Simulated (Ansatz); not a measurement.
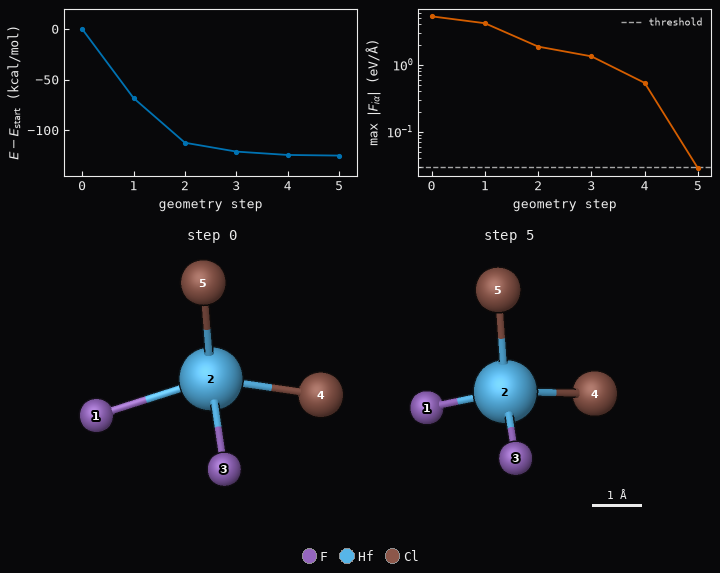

First and last geometry of a relaxation of HfCl₂F₂ (coarse preliminary run), with the history of the run. Style: ball-and-stick. Shown at a tilt.

The start comes from a force field.

Theory: RKS PBE-D4/def2-SVP (Ansatz 0.2.0). Settings: force threshold 0.03 eV/Å; at most 200 steps.

**Did the run converge, and what did it change?**

It converged. F1 moves most after the best rigid fit: 0.72 Å. Largest moves by element: F 0.72 Å, Cl 0.52 Å, Hf 0.48 Å. Among the contacts that change: Hf2–F3 2.536 → 1.904 Å, F1–Hf2 2.504 → 1.905 Å, Hf2–Cl5 2.501 → 2.348 Å, Hf2–Cl4 2.431 → 2.349 Å. Among the angles between lasting bonds that change: F1–Hf2–Cl4 140.1° → 109.8°, F1–Hf2–F3 89.9° → 108.4°, F3–Hf2–Cl4 92.3° → 109.2°. The energy falls by 124.9 kcal/mol in 5 geometry steps. The largest force component goes from 5.3 to 0.028 eV/Å. The run took of the order of 25 core-seconds on a shared host.
